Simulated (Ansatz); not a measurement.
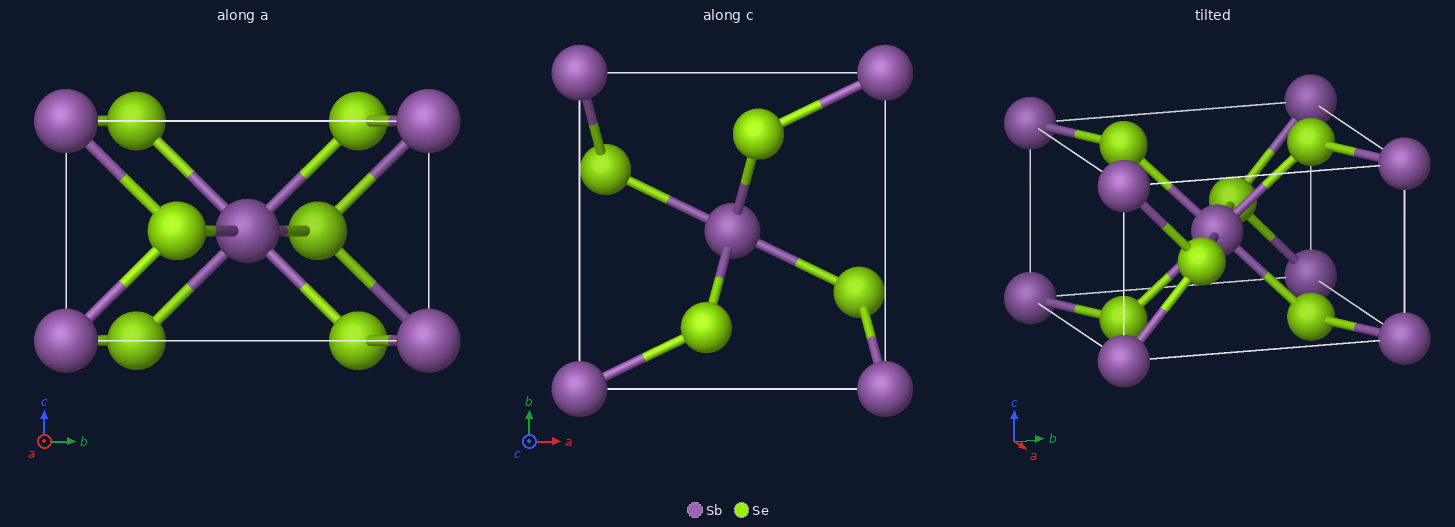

Crystal structure, ball-and-stick style, seen along the a axis, along the c axis and slightly off an axis. One conventional unit cell is framed, with atoms on its boundary repeated.

The cell measures a = 6.35 Å, b = 6.57 Å, c = 3.98 Å, α = 90.00°, β = 90.00°, γ = 90.00°.

Bonds shown: Sb–Se up to 3.37 Å, Se–Se up to 2.78 Å (cut-off distances).

### What composition does the cell have?

SbSe₂. The cell holds 2 Sb, 4 Se, counting shared atoms by their share.

### Which of the 230 space groups is it?

Pnnm (No. 58), with Sb on 2a and Se on 4g.

The cell started as a textbook structure type filled with these elements (whether it is the usual form wasn't checked). It is drawn as it came out of a relaxation with DFT PBE, scalar-relativistic, plane waves, PAW in Ansatz 0.2.0.
